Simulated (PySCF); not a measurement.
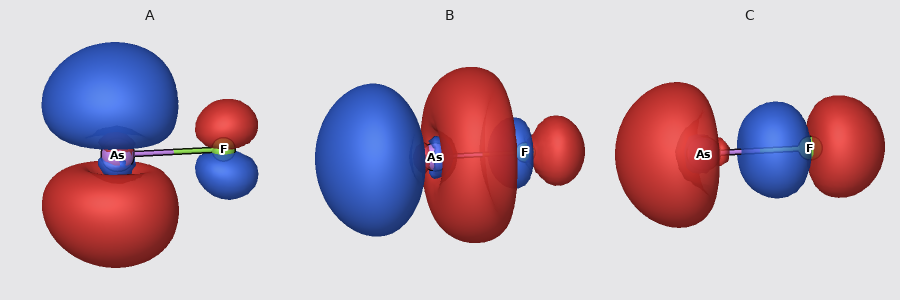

Figure 1: AsF (triplet). Three frontier α-spin orbitals, each drawn at the value that holds 80 % of its norm (red and blue are the two phases), in no order; of a degenerate pair one member is drawn.

Computed with PBE0/x2c-SVPall, spin-free X2C-1e, Gaussian nucleus, at a bond length of 1.755 Å in PySCF.

Question: Label each orbital by symmetry, say whether it is occupied, and order them by energy.

Answer: Orbital C: σ, occupied in this spin, −11.95 eV; shared between the atoms (As 40 %, F 60 %).
Orbital A: π, occupied in this spin, −6.65 eV; mainly on As (90 %).
Orbital B: σ, empty in this spin, −0.75 eV; mainly on As (80 %).
